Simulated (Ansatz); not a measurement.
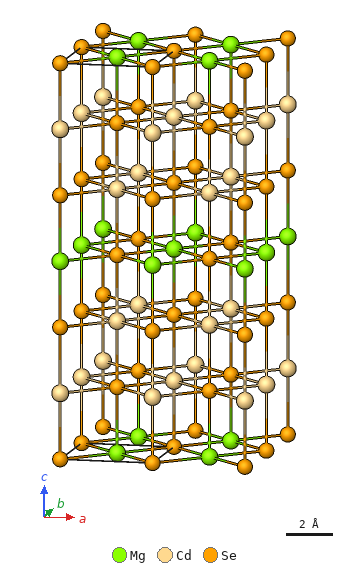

This is the input geometry for a relaxation of a crystal of MgCd2Se3 (a generated structure, set up in I4/mmm) (coarse preliminary run). The picture is a ball-and-stick view of the conventional cell (2 times the calculation's cell), repeated 2 × 2 × 1 with one cell outlined, seen slightly off an axis. Lengths and directions refer to the drawn axes.

Level of theory: DFT PBE, scalar-relativistic, plane waves, PAW in Ansatz 0.2.0.

Input
```yaml
crystal:
  lattice:
    - [-2.06651078, 2.06651078, 8.76746271]
    - [2.06651078, -2.06651078, 8.76746271]
    - [2.06651078, 2.06651078, -8.76746271]
  atoms:
    - { symbol: Mg, position: [0.5, 0.5, 0.0] }
    - { symbol: Cd, position: [0.83333333, 0.83333333, 0.0] }
    - { symbol: Cd, position: [0.16666667, 0.16666667, 0.0] }
    - { symbol: Se, position: [0.0, 0.0, 0.0] }
    - { symbol: Se, position: [0.66666667, 0.66666667, 0.0] }
    - { symbol: Se, position: [0.33333333, 0.33333333, 0.0] }
basis:
  ecutwfc: 420
kpoints:
  mp_grid: { grid: [6, 6, 6] }
hamiltonian:
  xc: pbe
scf:
  occupations: { method: gaussian, width: 0.1 }
  lower_state_search: "off"
output:
  forces: true
  stress: true
  eigenvalues: true
relax:
  adjacent_minimum: "off"
  f_tol: 0.04
  max_steps: 70
  cell: { stress_tol: 0.4 }
```

Command:
```bash
ansatz run input.yaml --threads 1 --pin off --max-ram 2560MiB --backend cpu --events-out ev --progress --plain --runs-dir out
```

### Predict the outcome.

The energy falls by 0.202 eV per cell of the calculation in 3 accepted moves (4 points after the start). The largest force component goes from 0.18 to 0.011 eV/Å. Pressure: −4.39 GPa at the start and −0.04 GPa at the end. The SCF was repeated once at an unchanged geometry on a basis and grid sized afresh for the cell, which shifted the energy by 2.3 meV per cell of the calculation at most. The largest moves relative to the cell, 0.050 Å, are those of Se5 and Se6. Se6 goes along +c. Largest moves by element: Se 0.050 Å, Cd 0.003 Å. Mg stays in place. The drawn cell changes as follows: a = b 4.133 → 4.010 Å (−3.0 %), c 17.535 → 17.034 Å (−2.9 %); the volume changes by −8.5 %. Some distances before and after: Mg1–Se5 2.922 → 2.789 Å, Mg1–Se4 2.922 → 2.836 Å, Cd2–Se4 2.922 → 2.842 Å, Cd2–Se5 2.922 → 2.886 Å. Bond angles that change, for instance: Se5–Cd3–Se5 180.0° → 177.9°, Cd3–Se5–Cd3 180.0° → 177.9°. The space group stays I4/mmm (No. 139). The run took 51 s on 1 thread of AMD EPYC 7R43 64-Core Processor (Zen 3), with other jobs on the host, peak memory 0.59 GiB.

Final geometry:

```xyz
6
Lattice="-2.0052 2.0052 8.5170 2.0052 -2.0052 8.5170 2.0052 2.0052 -8.5170" Properties=species:S:1:pos:R:3 pbc="T T T"
Mg    2.0052    2.0052    0.0000
Cd    2.0052    2.0052    5.6754
Cd    2.0052    2.0052   -5.6754
Se    2.0052    2.0052   -8.5170
Se    0.0000    0.0000   11.3064
Se    2.0052    2.0052   -2.7894
```

After the run, drawn alike:

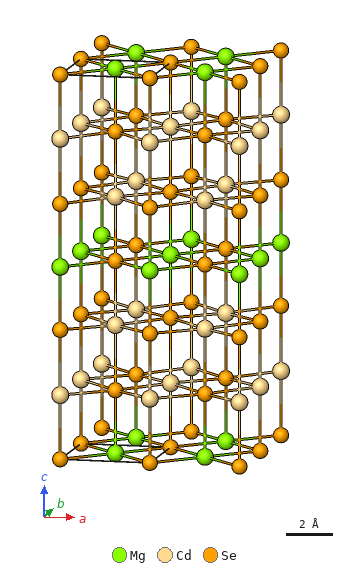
